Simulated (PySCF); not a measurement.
SMILES Bc1ccccc1F, singlet at its GFN2-xTB optimised geometry (Å):

```
14

B     -1.4557    -1.8248    -0.0011
C     -0.6179    -0.5238     0.0000
C     -1.2188     0.7439     0.0004
C     -0.4801     1.9109     0.0005
C      0.9056     1.8556     0.0001
C      1.5456     0.6288     0.0000
C      0.7822    -0.5238     0.0000
F      1.4425    -1.6995     0.0000
H     -2.6222    -1.7488    -0.0013
H     -0.9324    -2.8681    -0.0021
H     -2.2974     0.7976     0.0005
H     -0.9800     2.8681     0.0008
H      1.4877     2.7650     0.0001
H      2.6222     0.5543    -0.0001
```

Level of theory: CAM-B3LYP/def2-TZVP (PySCF). Cells within 0.4 Å of a nucleus heavier than hydrogen are left out (blank, or x).

Map of the deformation density (molecule minus spherical neutral atoms) (e/bohr³) on the plane z = 0.0 Å:

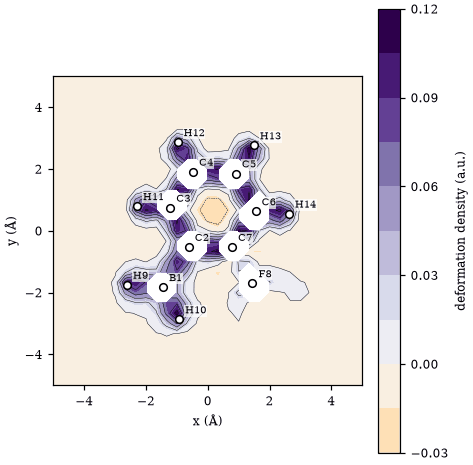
Figure. Deformation density (molecule minus spherical neutral atoms) (e/bohr³) on the plane z = 0.0 Å.
